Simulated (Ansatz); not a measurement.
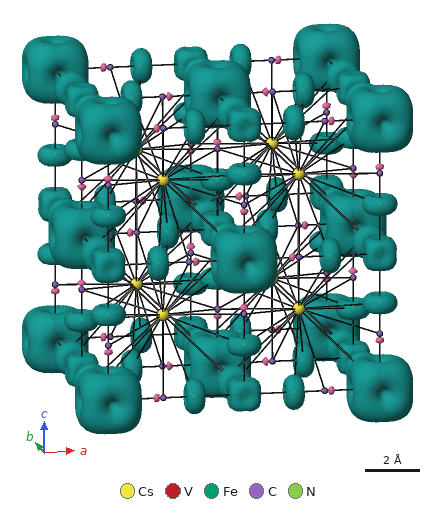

Cs2VFeC6N6. Isosurfaces of the spin density (up minus down) at +0.04 (teal) and −0.04 e/Å³ (pink), seen at an oblique angle. Sticks mark near contacts.

Space group Fm-3m; a structure generated by program, which may or may not match a known phase; spin-polarised.

Computed with Ansatz, DFT PBE, scalar-relativistic, plane waves, PAW.

In a PAW calculation such maps are meaningful between the atoms, not at the nuclei.

Q: Describe the spin distribution.

A: The spin density sits on V: +1.6 μB (×4) in one cell of 64 atoms, with smaller moments on other sites: Fe (up to +0.20 μB): parallel main moments (a ferromagnetic arrangement) in this solution. The cell of the calculation (16 atoms) carries 3.0 μB of net spin moment.
